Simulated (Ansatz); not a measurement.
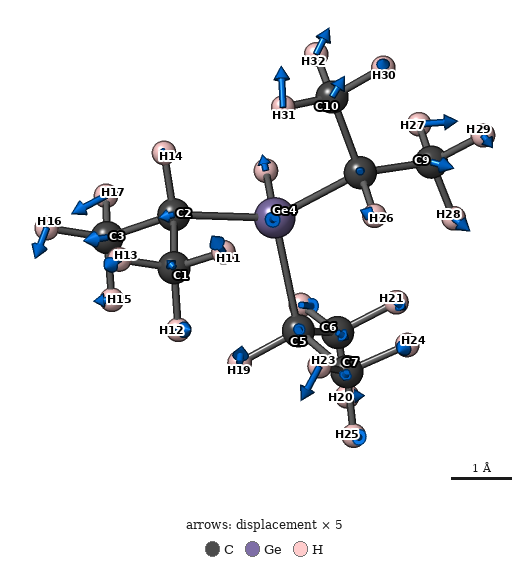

This is a relaxation of C$_{9}$H$_{22}$Ge (coarse preliminary run). The starting structure is drawn; blue arrows show the displacements, magnified 5 times. The two geometries are superimposed by the best rigid fit.

The picture is a ball-and-stick view, seen at a tilt.

The start comes from a force field.

All numbers below come from RKS PBE-D4/def2-SVP in Ansatz 0.2.0.

The input:
```yaml
crystal:
  periodic: [false, false, false]
  atoms:
    - {symbol: C, position_ang: [1.374300, -0.825000, 2.112600]}
    - {symbol: C, position_ang: [0.878600, 0.620200, 1.688700]}
    - {symbol: C, position_ang: [0.000400, 1.274400, 2.767900]}
    - {symbol: Ge, position_ang: [-0.040900, 0.574200, -0.000600]}
    - {symbol: C, position_ang: [-1.677200, -0.616900, 0.160400]}
    - {symbol: C, position_ang: [-2.858500, -0.020000, -0.607900]}
    - {symbol: C, position_ang: [-1.327400, -2.030400, -0.275100]}
    - {symbol: C, position_ang: [1.092100, 0.051100, -1.489200]}
    - {symbol: C, position_ang: [0.369400, 0.333800, -2.776300]}
    - {symbol: C, position_ang: [2.387900, 0.781400, -1.375500]}
    - {symbol: H, position_ang: [1.908100, -1.247500, 1.307400]}
    - {symbol: H, position_ang: [0.465500, -1.412500, 2.339300]}
    - {symbol: H, position_ang: [1.915300, -0.699100, 2.992400]}
    - {symbol: H, position_ang: [1.758700, 1.263200, 1.549600]}
    - {symbol: H, position_ang: [-0.878200, 0.655700, 2.990700]}
    - {symbol: H, position_ang: [0.628400, 1.395100, 3.738100]}
    - {symbol: H, position_ang: [-0.262200, 2.321300, 2.466700]}
    - {symbol: H, position_ang: [-0.621600, 2.023100, -0.261200]}
    - {symbol: H, position_ang: [-1.958100, -0.652500, 1.259400]}
    - {symbol: H, position_ang: [-3.797300, -0.657500, -0.458800]}
    - {symbol: H, position_ang: [-2.646500, 0.033700, -1.704700]}
    - {symbol: H, position_ang: [-3.078500, 0.947400, -0.248900]}
    - {symbol: H, position_ang: [-0.456100, -2.396000, 0.236900]}
    - {symbol: H, position_ang: [-1.132300, -2.046300, -1.374100]}
    - {symbol: H, position_ang: [-2.179200, -2.718600, -0.069500]}
    - {symbol: H, position_ang: [1.240000, -1.021600, -1.399300]}
    - {symbol: H, position_ang: [0.119900, 1.368400, -2.873200]}
    - {symbol: H, position_ang: [-0.546600, -0.251600, -2.877300]}
    - {symbol: H, position_ang: [1.043100, 0.019100, -3.673300]}
    - {symbol: H, position_ang: [3.023800, 0.544100, -2.286900]}
    - {symbol: H, position_ang: [2.920400, 0.497100, -0.463300]}
    - {symbol: H, position_ang: [2.238700, 1.859900, -1.433900]}
basis:
  gaussian: {orbitals: def2-SVP}
hamiltonian: {xc: pbe, dispersion: d4}
relax: {f_tol: 0.03, max_steps: 200}
```

Run as
```bash
ansatz run in.yaml --threads 11 --pin off --events-out ev --progress --plain --max-ram 110592MiB --backend cuda --devices 0, --max-vram 75GiB
```

Atoms of which element are displaced furthest, and by how much?

Answer. Hydrogen: up to 0.15 Å, against 0.10 Å for carbon.

What happened in the run?

Answer. The energy falls by 65.9 kJ/mol in 4 geometry steps. Largest force component: 3.1 eV/Å at the start, 0.021 eV/Å at the end. H31 moves most after the best rigid fit: 0.15 Å. By element the largest moves are H 0.15 Å, C 0.10 Å, Ge 0.08 Å. Some distances before and after: C2–Ge4 1.924 → 1.997 Å, C1–H13 1.040 → 1.112 Å, C1–H11 1.054 → 1.110 Å, C6–H22 1.055 → 1.109 Å. Among the angles between lasting bonds that change: H11–C1–H13 115.5° → 107.3°, H15–C3–H17 113.2° → 107.3°, C2–C1–H12 106.4° → 111.5°. The run took about 6 s of wall time on a shared GPU.
